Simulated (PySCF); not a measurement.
C$_{6}$H$_{13}$Si (doublet)

```xyz
20

C     2.8880    0.2408   -0.8437
Si    1.6504   -0.2426    0.4186
C     0.4634   -1.6417   -0.1581
C    -0.8370   -0.9270   -0.5134
C    -1.0722    0.1811    0.5128
C    -2.2915    1.0327    0.1754
C     0.2086    1.0159    0.5755
H     2.6237    0.4994   -1.8548
H     3.9402    0.2856   -0.6302
H     2.2677   -0.5514    1.7146
H     0.2905   -2.3404    0.6606
H     0.8367   -2.2213   -0.9997
H    -1.6793   -1.6228   -0.5410
H    -0.7465   -0.4752   -1.5041
H    -1.2323   -0.2878    1.4908
H    -3.1930    0.4228    0.1549
H    -2.1701    1.4989   -0.8012
H    -2.4260    1.8187    0.9161
H     0.2458    1.6110    1.4859
H     0.2277    1.7140   -0.2621
```

Geometry: GFN2-xTB.

Level of theory: UKS B3LYP, pcH-1 on C H Si, non-relativistic, mean-field spin-orbit, GIAO in PySCF.

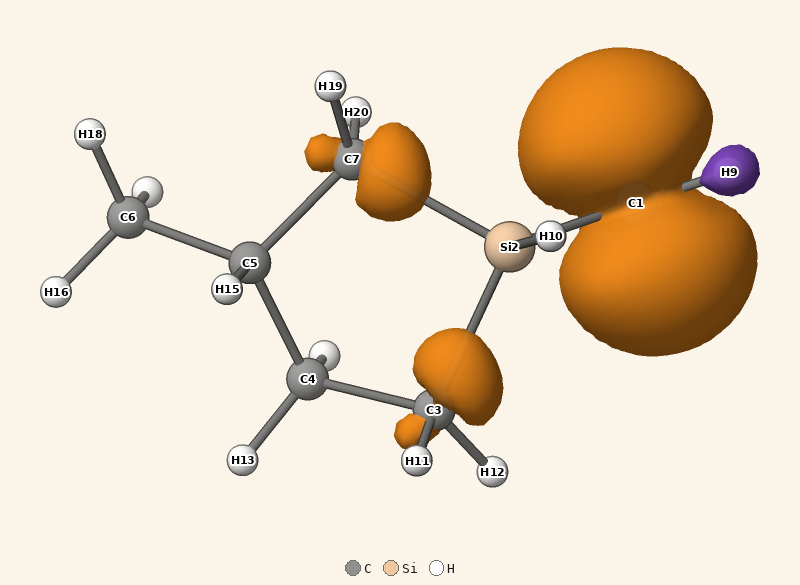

Figure 1. Isosurfaces of the spin density at +0.02 (orange) and −0.02 e/Å³ (purple), seen across its widest extent.

> Where is the unpaired spin?

The unpaired spin (1 electron) lies mostly on C1 (about 0.7) and Si2 (about 0.1), in electrons by Hirshfeld's partition.

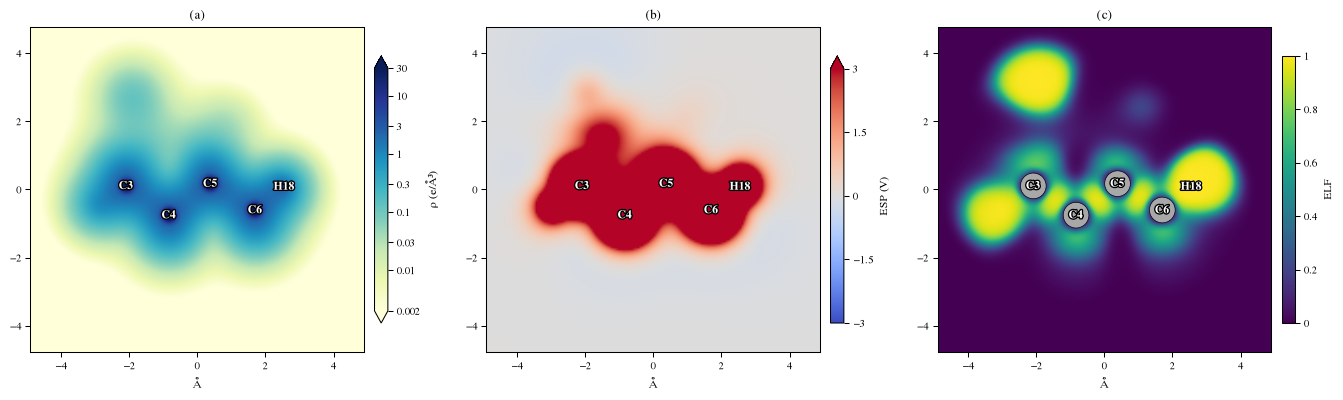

Figure 2. (a) total electron density; (b) molecular electrostatic potential; (c) electron localisation function on the plane of atoms C4, C5 and C6. Grey discs cover the atomic cores in the ELF map.

> Describe what can be read from this map.

- Atoms in the plane: C and H.
- C–C (1.53 Å): the density is about 1.6 e/Å³ at the midpoint; the ELF peaks at about 0.95 between the atoms, as expected for a shared electron pair.
- C–H (1.09 Å): ρ at the midpoint is about 2 e/Å³; the ELF climbs to about 1 towards the hydrogen, as it does in any bond to H: a covalent bond by its length.
- The potential has no marked negative region in this plane.

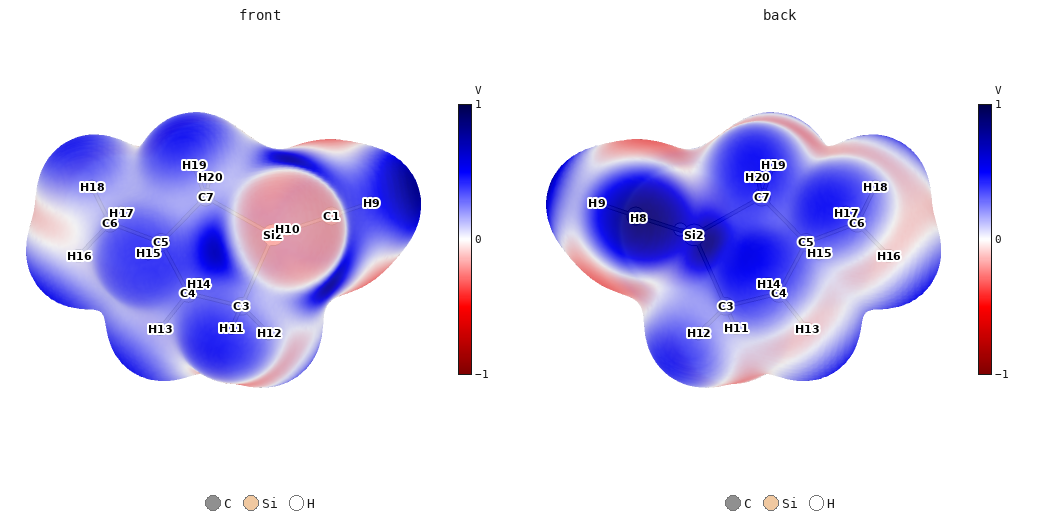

Figure 3. The electrostatic potential painted on the density surface at 0.002 e/bohr³, seen from the front and from behind; red is negative and blue positive.

> Where is the surface potential most negative and most positive?

The most negative region (about −0.3 V) lies over the π face of C1, the most positive (about +0.8 V) over Si2, H8 and H9.
